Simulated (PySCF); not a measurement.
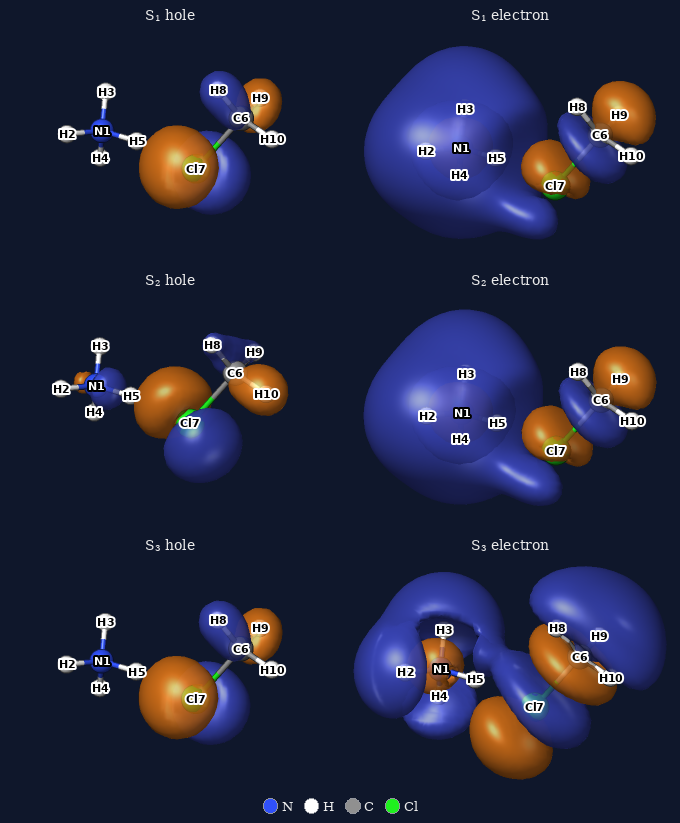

Figure. CH7ClN, charge +1, SMILES `[NH4+].CCl`. Leading natural transition orbitals (TDA singlet states).

Level of theory: BHandHLYP/def2-SVP (PySCF), at a geometry from GFN2-xTB. The pair's geometry is semi-empirical, so its contact may be too short or too long. GFN2-xTB bond lengths at metals and heavier atoms can be off by up to 0.1 Å and shapes distorted, which carries into these values. Without diffuse functions Rydberg states are missing, so the states' numbers hold for this basis only.

Coordinates in Å:

```
N1      -2.3500    0.2659    0.0001
H2      -2.7316    0.0804    0.9327
H3      -2.5094    1.2466   -0.2484
H4      -2.8168   -0.3399   -0.6821
H5      -1.2950    0.0431   -0.0017
C6       1.7633    0.6955    0.0001
Cl7      0.5420   -0.5801   -0.0002
H8       1.6309    1.2998    0.8926
H9       1.6432    1.2882   -0.9017
H10      2.7355    0.2085    0.0101
```

> Describe these excited states.

By state:
- S₁: 8.34 eV (149 nm), f = 0.000 (very weak), charge transfer, whose energy this functional puts too low; the leading pair carries 100 %; hole on Cl7 (80 %) and C6 (10 %), electron on N1 (17 %), H2, H3 and H4 (15 % each) and Cl7 (14 %); their centroids lie 2.3 Å apart.
- S₂: 8.56 eV (145 nm), f = 0.093, charge transfer, whose energy this functional puts too low; the leading pair carries 100 %; hole on Cl7 (71 %), C6 (10 %) and H10 (6 %), electron on N1 (17 %), H3 and H4 (17 % each) and H2 (16 %); their centroids lie 2.4 Å apart.
- S₃: 8.81 eV (141 nm), f = 0.000 (dark); the leading pair carries 100 %; hole on Cl7 (79 %) and C6 (10 %), electron on Cl7 (36 %), C6 (29 %) and H3, H8 and H9 (6 % each); their centroids lie 0.6 Å apart.
